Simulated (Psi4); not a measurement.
# SiO2 (silicon dioxide molecule): MP2/may-cc-pVTZ (density fitting, density fitting for correlation, sweep point 7)

Aim: the vertical ionisation energy of SiO2 (silicon dioxide molecule) at MP2/may-cc-pVTZ (density fitting, density fitting for correlation, sweep point 7), from 2 runs. 

The results are computed with Psi4 1.11.

## (1) The molecule

SiO2 has 3 atoms, charge 0, and is taken as a singlet. As SMILES, `O=[Si]=O`. The shape is that of a PBE0-D4/def2-TZVP optimisation.

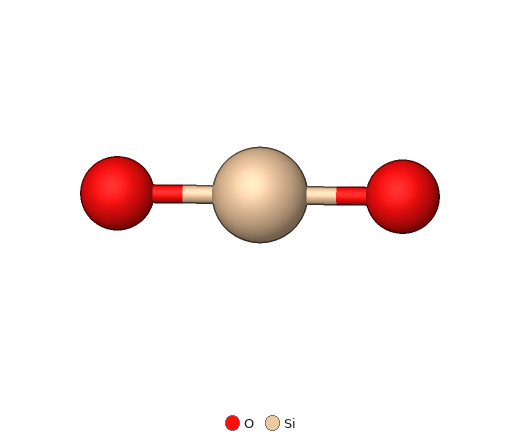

Viewed from a chosen angle; oxygen red, silicon light orange.

## (2) The energy at MP2/may-cc-pVTZ (density fitting, density fitting for correlation, sweep point 7)

File input.inp:

```
memory 1600 mb

molecule {
  0 1
  O      0.697730     1.229600     0.518760
  Si    -0.000010     0.000000     0.000000
  O     -0.697730    -1.229610    -0.518760
  units angstrom
  symmetry c1
}

set {
  basis           may-cc-pVTZ
  puream          true
  scf_type        df
  num_frozen_docc 7
}

energy("mp2")
```

Launch:

```bash
$ psi4 input.inp input.out -n 1
```

input.out:

```text
[...]
  Running in c1 symmetry.
[...]
  Nuclear repulsion =   89.956438948079580
[...]
  Multiplicity = 1
[...]
  Nalpha       = 15
  Nbeta        = 15
[...]
    Number of basis functions: 106
[...]
   @DF-RHF iter   1:  -438.48420110247679   -9.65848e-01   7.35677e-03 DIIS/ADIIS
[...]
   @DF-RHF iter  11:  -438.72122926077492   -5.11591e-13   5.18969e-09 DIIS
[...]
    Orbital Energies [Eh]
    ---------------------
    Doubly Occupied:
       1A    -68.880348     2A    -20.585032     3A    -20.585016
       4A     -6.229459     5A     -4.336254     6A     -4.336254
       7A     -4.333282     8A     -1.328104     9A     -1.301301
      10A     -0.653286    11A     -0.570632    12A     -0.553540
      13A     -0.553540    14A     -0.510870    15A     -0.510870
[...]
  @DF-RHF Final Energy:  -438.72122926077492
   => Energetics <=
    Nuclear Repulsion Energy =             89.9564389480795796
    One-Electron Energy =                -786.8197586970291013
    Two-Electron Energy =                 258.1420904881745741
    Total Energy =                       -438.7212292607749191
[...]
 Multipole Moments:
 ------------------------------------------------------------------------------------
     Multipole            Electronic (a.u.)      Nuclear  (a.u.)        Total (a.u.)
 ------------------------------------------------------------------------------------
 L = 1.  Multiply by 2.5417464519 to convert [e a0] to [Debye]
 Dipole X            :         -0.0000309           -0.0000001           -0.0000310
 Dipole Y            :         -0.0000006           -0.0000000           -0.0000006
 Dipole Z            :         -0.0000017           -0.0000000           -0.0000017
 Magnitude           :                                                    0.0000310
[...]
```

Run time: 4.5 s. Hardware: 1 thread of Intel Xeon at 2.70GHz, shared host; peak memory 0.32 GiB.

## (3) The doublet cation, same level

File job.dat:

```
memory 1600 MB

molecule system {
  1 2
  O      0.697730     1.229600     0.518760
  Si    -0.000010     0.000000     0.000000
  O     -0.697730    -1.229610    -0.518760
  symmetry c1
}

set {
  basis may-cc-pVTZ
  reference uhf
  puream true
  scf_type df
  num_frozen_docc 7
  maxiter 100
}

result, w = energy('mp2', return_wfn=True)
```

Launch:

```bash
$ psi4 -i job.dat -o job.out -n 1
```

job.out:

```text
[...]
  Running in c1 symmetry.
[...]
  Nuclear repulsion =   89.956438948079580
[...]
  Multiplicity = 2
[...]
  Nalpha       = 15
  Nbeta        = 14
[...]
    Number of basis functions: 106
[...]
   @DF-UHF iter   1:  -438.14347326407903   -6.25120e-01   4.75383e-03 DIIS/ADIIS
[...]
   @DF-UHF iter  19:  -438.30385124442671    1.09935e-10   3.71126e-09 DIIS
[...]
   @S^2 Observed:                1.088680905E+00
[...]
    Orbital Energies [Eh]
    ---------------------
    Alpha Occupied:
       1A    -69.181905     2A    -20.960374     3A    -20.960362
       4A     -6.531481     5A     -4.639397     6A     -4.639308
       7A     -4.633017     8A     -1.721913     9A     -1.701645
      10A     -0.997567    11A     -0.971460    12A     -0.956196
      13A     -0.938580    14A     -0.906289    15A     -0.883076
    Alpha Virtual:
      16A     -0.257631    17A     -0.164229    18A     -0.162421
      19A     -0.073522    20A     -0.066958    21A     -0.063675
      22A     -0.062490    23A      0.010455    24A      0.015455
      25A      0.020165    26A      0.061589    27A      0.068694
[...]
  @DF-UHF Final Energy:  -438.30385124442671
   => Energetics <=
    Nuclear Repulsion Energy =             89.9564389480795796
    One-Electron Energy =                -776.9998769489534425
    Two-Electron Energy =                 248.7395867564471246
    Total Energy =                       -438.3038512444267099
  UHF NO Occupations:
  HONO-2 :   13  A 1.9925428
  HONO-1 :   14  A 1.8312540
[...]
 Multipole Moments:
 ------------------------------------------------------------------------------------
     Multipole            Electronic (a.u.)      Nuclear  (a.u.)        Total (a.u.)
 ------------------------------------------------------------------------------------
 L = 1.  Multiply by 2.5417464519 to convert [e a0] to [Debye]
 Dipole X            :         -0.0001288           -0.0000001           -0.0001289
 Dipole Y            :         -0.0000031           -0.0000000           -0.0000031
 Dipole Z            :         -0.0000081           -0.0000000           -0.0000081
 Magnitude           :                                                    0.0001292
[...]
```

Run time: 6 s. Hardware: 1 thread of Intel Xeon at 2.70GHz, shared host; peak memory 0.31 GiB.

## (4) Results

Level: MP2/may-cc-pVTZ (density fitting, density fitting for correlation, sweep point 7), 7 core orbitals frozen.

| quantity | value |
| --- | --- |
| singlet SiO2: total energy | -439.31022 Eh |
| singlet SiO2: HOMO energy (Hartree–Fock orbitals) | -13.90 eV |
| singlet SiO2: LUMO energy (Hartree–Fock orbitals) | -0.38 eV |
| singlet SiO2: HOMO–LUMO gap (Hartree–Fock orbitals) | 13.52 eV |
| singlet SiO2: correlation energy (7 core orbitals frozen) | -589.0 mEh |
| doublet cation: total energy | -438.80055 Eh |
| doublet cation: HOMO energy (Hartree–Fock orbitals) (highest over α and β) | -18.49 eV |
| doublet cation: LUMO energy (Hartree–Fock orbitals) (lowest over α and β) | -9.23 eV |
| doublet cation: correlation energy (7 core orbitals frozen) | -496.7 mEh |
| doublet cation: ⟨S²⟩ of the reference determinant | 1.089 |
| vertical ionisation energy (to the doublet cation) | 13.869 eV |

In words: The vertical ionisation energy comes to 13.87 eV (320 kcal/mol). ⟨S²⟩ (doublet cation) is 1.09 where a pure doublet has 0.75: the reference is spin-contaminated.
